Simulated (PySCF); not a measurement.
TaH (quintet)

```xyz
2

Ta    0.0000    0.0000   -0.0098
H     0.0000    0.0000    1.7652
```

Core potentials replace the inner electrons of Ta.

Method: PySCF, PBE0/def2-TZVPPD, non-relativistic Hamiltonian with scalar-relativistic core potentials where named, at a bond length of 1.775 Å.

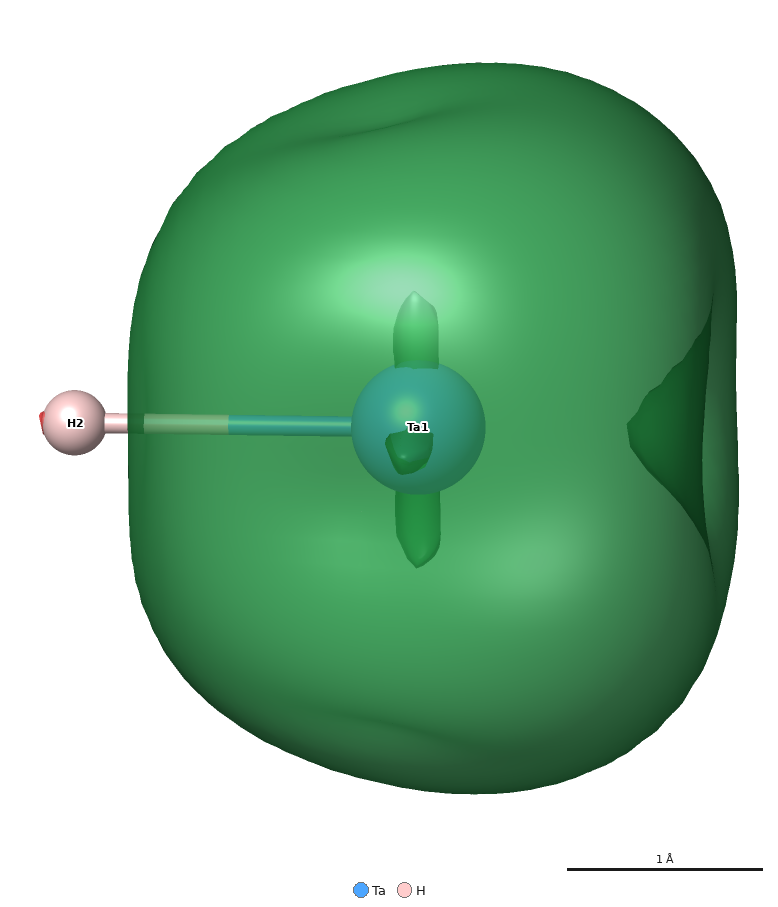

Figure 1. Isosurfaces of the spin density at +0.03 (green) and −0.03 e/Å³ (red), seen from one side.

**Which atoms carry the spin?**

The unpaired spin (4 electrons) lies mostly on Ta1 (about 3.9) and H2 (about 0.1), in electrons by Hirshfeld's partition.

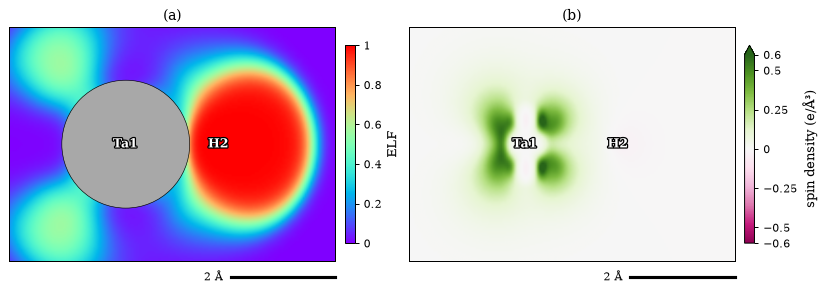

Figure 2. (a) ELF; (b) spin density (α minus β) on a plane that holds the molecular axis. Grey discs cover the atomic cores in the ELF map.

**Read the bonding off the picture.**

Atoms in the plane: Ta and H. Ta–H (1.77 Å): the ELF climbs to about 1 towards the hydrogen.

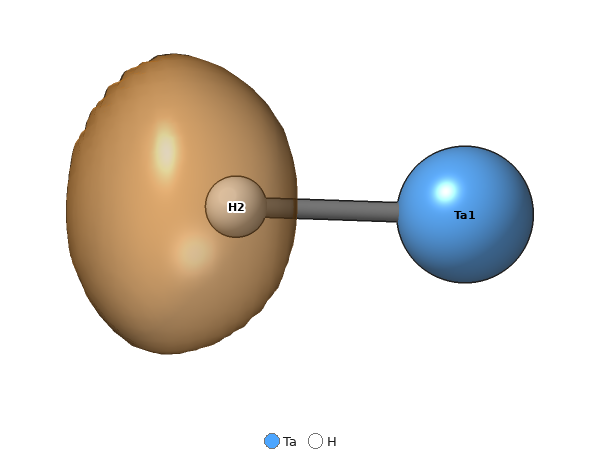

Figure 3. Isosurface of the electron localisation function at 0.9 (orange), seen from one side. Core shells and regions of very low density are left out.

**Where are the electrons localised?**

At this value the surface marks out one region around a hydrogen nucleus. Profiles from the grid: Ta–H (1.77 Å): the ELF climbs to about 1 towards the hydrogen.
